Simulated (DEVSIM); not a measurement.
Structure: Co/AlN/p-Ge capacitor, at 300 K.

```csv
layer (left to right),material,thickness (nm),Na (cm⁻³)
1,AlN,15.0,-
2,Ge,2300,6.6e16
```

Metal gate on the left, work function 5 eV. Fixed charge at the semiconductor interface -6.8e11 cm⁻² (in units of +e); no interface traps.

This is a model device: material constants are rounded textbook-type values typed into the input, and sizes, dopings and lifetimes were drawn at random. Values at 300 K.

```csv
parameter,AlN,Ge
gap (eV),6.1,0.664
affinity (eV),1.9,4
permittivity,8.5,16
Nc (cm⁻³),-,1.04e19
Nv (cm⁻³),-,6e18
```

Model (solved in DEVSIM): 1D Poisson equation in equilibrium, Boltzmann statistics, complete ionisation; no quantum confinement or tunnelling. Metal contacts follow the ideal Schottky-Mott rule: no Fermi-level pinning, no interface dipoles.

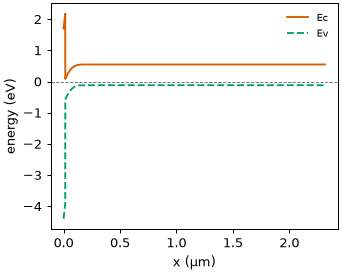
Figure. Band edges at 1.4 V on the gate

Energies count from the Fermi level of the right contact; mesh points crowd at the junctions.

| x (μm) | Ec (eV) | Ev (eV) | n (cm⁻³) | p (cm⁻³) | field (V/cm) |
|---|---|---|---|---|---|
| 0.000 | 1.700 | -4.400 | < 1e2 | < 1e2 | 320000 |
| 0.001282 | 1.741 | -4.359 | < 1e2 | < 1e2 | 320000 |
| 0.003904 | 1.826 | -4.274 | < 1e2 | < 1e2 | 320000 |
| 0.008459 | 1.973 | -4.127 | < 1e2 | < 1e2 | 320000 |
| 0.01320 | 2.126 | -3.974 | < 1e2 | < 1e2 | 320000 |
| 0.01473 | 2.175 | -3.925 | < 1e2 | < 1e2 | 320000 |
| 0.01590 | 0.092 | -0.572 | 2.9e17 | 1.5e9 | 90000 |
| 0.01974 | 0.124 | -0.540 | 8.4e16 | 5.2e9 | 80000 |
| 0.02670 | 0.177 | -0.487 | 1.1e16 | 4.0e10 | 72000 |
| 0.04283 | 0.283 | -0.381 | 1.8e14 | 2.4e12 | 60000 |
| 0.07700 | 0.444 | -0.220 | 3.7e11 | 1.2e15 | 34000 |
| 0.2005 | 0.547 | -0.117 | 6.7e9 | 6.5e16 | 140 |
| 0.4207 | 0.547 | -0.117 | 6.6e9 | 6.6e16 | ≈ 0 |
| 0.9309 | 0.547 | -0.117 | 6.6e9 | 6.6e16 | ≈ 0 |
| 1.806 | 0.547 | -0.117 | 6.6e9 | 6.6e16 | ≈ 0 |
| 2.082 | 0.547 | -0.117 | 6.6e9 | 6.6e16 | ≈ 0 |
| 2.212 | 0.547 | -0.117 | 6.6e9 | 6.6e16 | ≈ 0 |
| 2.268 | 0.547 | -0.117 | 6.6e9 | 6.6e16 | ≈ 0 |
| 2.300 | 0.547 | -0.117 | 6.6e9 | 6.6e16 | ≈ 0 |
| 2.309 | 0.547 | -0.117 | 6.6e9 | 6.6e16 | ≈ 0 |
| 2.313 | 0.547 | -0.117 | 6.6e9 | 6.6e16 | ≈ 0 |
| 2.315 | 0.547 | -0.117 | 6.6e9 | 6.6e16 | ≈ 0 |
